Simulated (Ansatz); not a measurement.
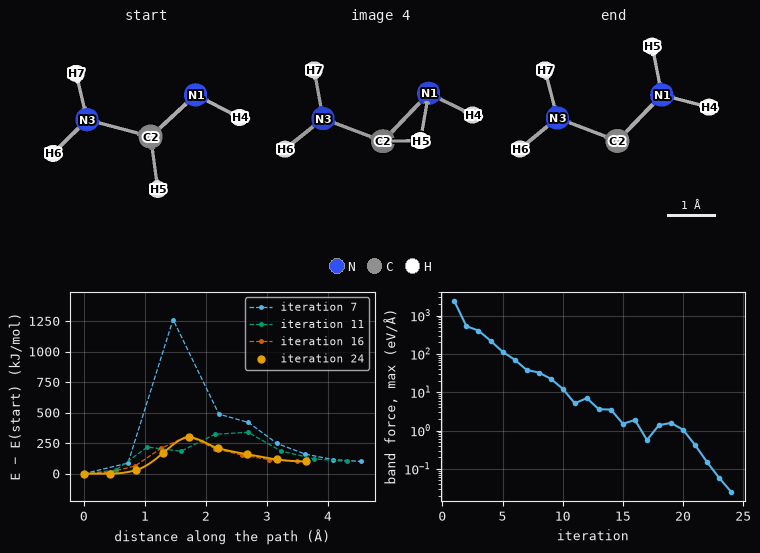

NEB run on CH4N2. Images are numbered from 0 (start) to 8 (end). The plot follows the band through its iterations. Style: ball-and-stick. Shown face on.

All numbers below come from Ansatz, RKS PBE-D4/def2-SVP. Run with 7 movable images; climbing image; force threshold 0.05 eV/Å; iteration limit 60; starting path through a guess of the saddle point.

> How did the profile develop, and is the result final?

The result is final at these settings. The band converged in 24 iterations. The largest component of the band force went from 2400 to 0.025 eV/Å. The climbing image converged on the top of the path. Its vibrational analysis gives one imaginary mode (1485i cm⁻¹), as a transition state must have. The first iteration put the highest image at 35651.2 kJ/mol. Forward barrier 297.5 kJ/mol, backward barrier 197.0 kJ/mol, with image 4 at the top; the reaction energy is +100.5 kJ/mol.
